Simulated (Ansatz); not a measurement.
Consider F₂H₂Si···H₂S.

The calculation's input:

```
crystal:
  periodic: [false, false, false]
  atoms:
    - {symbol: Si, position_ang: [-1.145642, 0.023559, 0.524868]}
    - {symbol: S, position_ang: [2.145201, -0.454069, -0.345188]}
    - {symbol: F, position_ang: [-2.664158, 0.225045, 0.954284]}
    - {symbol: F, position_ang: [-0.945508, 0.866613, -0.808913]}
    - {symbol: H, position_ang: [-0.305035, 0.586966, 1.594711]}
    - {symbol: H, position_ang: [2.173521, 0.868268, -0.572383]}
    - {symbol: H, position_ang: [-0.953890, -1.407776, 0.236374]}
    - {symbol: H, position_ang: [1.695513, -0.708506, -1.583654]}
basis:
  gaussian: {orbitals: def2-TZVPP}
hamiltonian: {xc: pbe0, dispersion: d4}
output: {orbitals: {seedname: orbitals}}
```

Run with:

```sh
ansatz run in.yaml --threads 4 --pin off --events-out ev --progress --plain --max-ram 9574MiB
```

The product side of a reaction path; geometry: PBE0-D4/def2-TZVP.

The calculation used RKS PBE0-D4/def2-TZVPP (Ansatz).

Question: What will maps of the electron density and electron localisation function show?

Answer: Si1···S2 (3.44 Å): the density falls to about 0.06 e/Å³ on the way; the ELF peaks at about 0.95 in the valence shell of S, 0.9 Å from its nucleus, and is about 0.10 at the midpoint.
Si–F (1.59 Å): ρ is about 1.2 e/Å³ halfway; the ELF peaks at about 0.85 in the valence shell of F, 0.6 Å from its nucleus, and is about 0.55 at the midpoint.

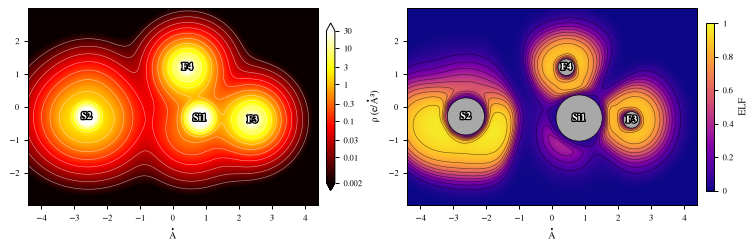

Computed electron density and electron localisation function on the plane of atoms F3, Si1 and F4, in this order. Grey discs cover the atomic cores in the ELF map. 
